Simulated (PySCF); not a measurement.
## A study: GaI3, SMILES `I[Ga](I)I`

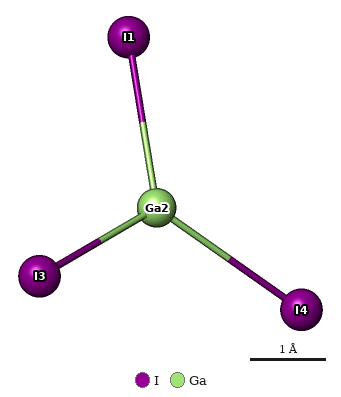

The molecule, with its atoms numbered as below. No frequency check shows the geometry to be a minimum.

Coordinates in Å:

```
I1       1.2889   -2.1513    0.0000
Ga2     -0.0007    0.0000    0.0000
I3       1.2189    2.1917    0.0000
I4      -2.5074   -0.0404    0.0000
```

### 1. Bonding charge

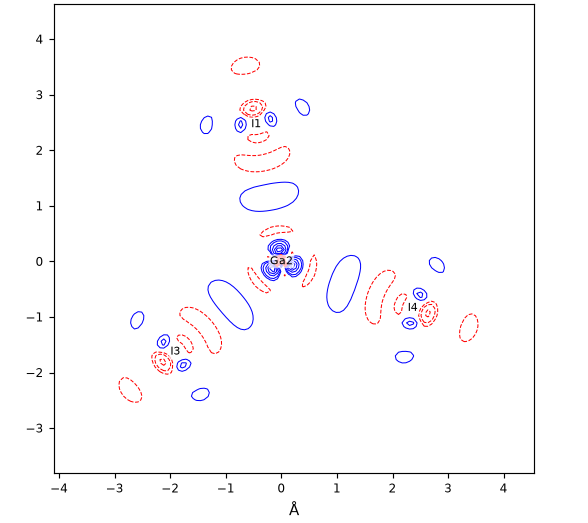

Deformation density (molecule less spherical, spin-averaged free atoms) in the molecular plane; contours at ±0.05 to ±0.8 e/Å³; solid blue lines: gain, dashed red lines: loss.

Method: B3LYP/def2-SVPD; geometry: GFN2-xTB; program: PySCF. Core potentials replace the inner electrons of I; spin–orbit coupling isn't included.

Question: How much density has each bond in this plane gained at its critical point, relative to the free atoms?

Answer: Ga2–I4, Ga2–I3 and I1–Ga2: +0.08 e/Å³ at the bond critical point (bond length 2.51 Å). In all, 0.9 electrons gather in the regions of gain relative to the promolecule. A small or negative value marks a very polar bond, one between electron-rich atoms, whose free-atom densities already overlap strongly, a long bond to a heavier atom, or a closed-shell contact such as a hydrogen bond.

Question: Where do the Hirshfeld charges lie?

Answer: The highest Hirshfeld charge is on Ga2 (+0.29 e), the lowest on I1, I3 and I4 (−0.10 e).

| atom | charge (e) |
| --- | --- |
| I1 | −0.10 |
| Ga2 | +0.29 |
| I3 | −0.10 |
| I4 | −0.10 |

### 2. Bond critical points

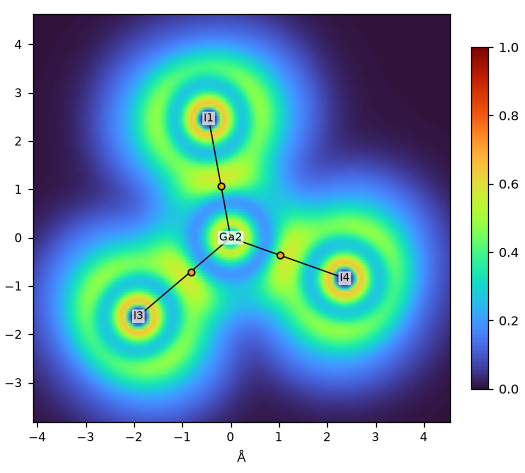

Localised orbital locator (LOL) in the molecular plane, with bond paths and bond critical points (dots).

Question: What values does LOL take at the bond critical points in this plane?

Answer: Ga2–I4, Ga2–I3 and I1–Ga2: about 0.49. Values above 0.5 mark slow, localised electrons, as in shared pairs; low values at a critical point mark a polar or closed-shell contact whose critical point lies between the shells.

Question: Where along Ga2–I4 does the critical point lie?

Answer: 1.08 Å from Ga2 and 1.43 Å from I4.

### 3. Local ionisation energy

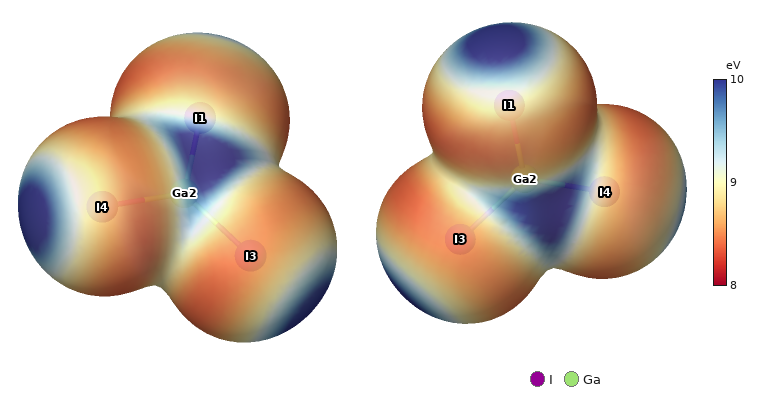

Average local ionisation energy on the surface of electron density 0.001 a.u. (back view left, front view right).

Question: Where are the most loosely bound electrons on this surface?

Answer: The lowest value is 8.4 eV, 2.5 Å from I3, and at like points elsewhere. For comparison, the highest occupied orbital lies at −7.5 eV.

### 4. In an electric field

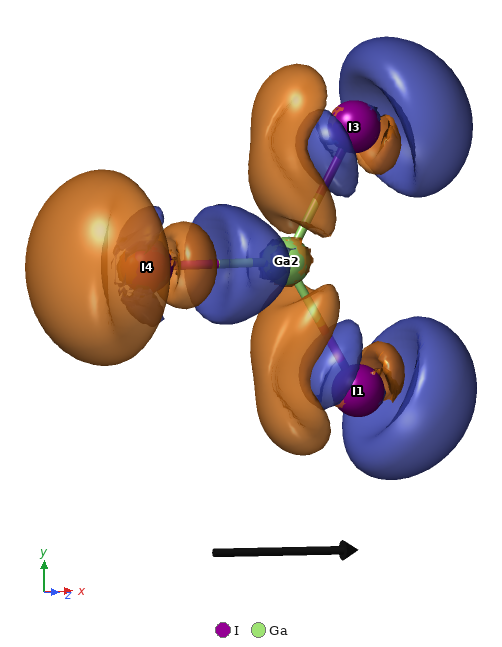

Change of the electron density in a uniform field of 0.21 V/Å along +x (arrow), surfaces at ±0.0015 e/Å³ (orange: gain, blue: loss).

Question: What dipole is induced, and what polarisability does it imply?

Answer: The induced dipole is 1.71 D (along the field); α along this axis, from the fields in both directions, is 168 bohr³ (25.0 Å³).

Question: Which atoms gain and lose the most charge?

Answer: Electrons gather most on I4 (Hirshfeld charge changes by −0.049 e) and leave I1 and I3 alike most (+0.025 e); 0.101 electrons are displaced in all.

### 5. Removing or adding an electron

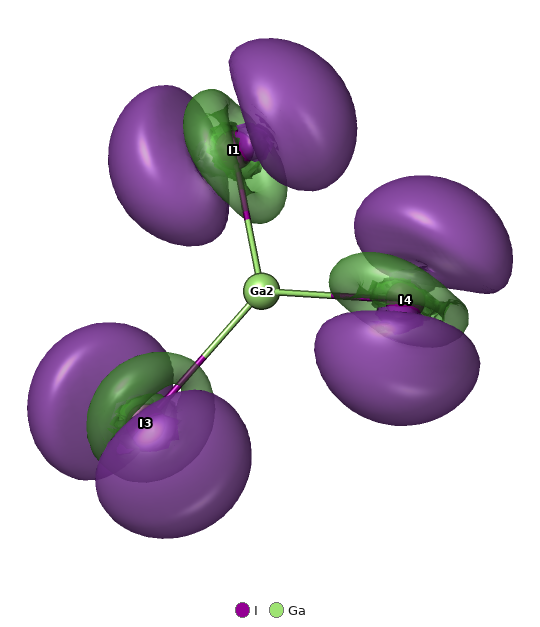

Fukui function f⁻ = ρ(N) − ρ(N−1) at fixed geometry, surfaces at ±0.01 e/Å³ (purple positive, green negative).

Level of theory: B3LYP/def2-SVPD (PySCF), at a geometry from GFN2-xTB. Core potentials replace the inner electrons of I; spin–orbit coupling isn't included.

Question: Which atoms respond most to the removal of an electron?

Answer: f⁻ (Hirshfeld-condensed) is largest on I1, I3 and I4 (0.31 each); the vertical ionisation energy is 9.32 eV (the stability of the cation's solution wasn't checked). Condensed values hint at sites of electrophilic attack but needn't mark the atom that reacts. Orbital relaxation makes it negative in places (0.10 e in all).
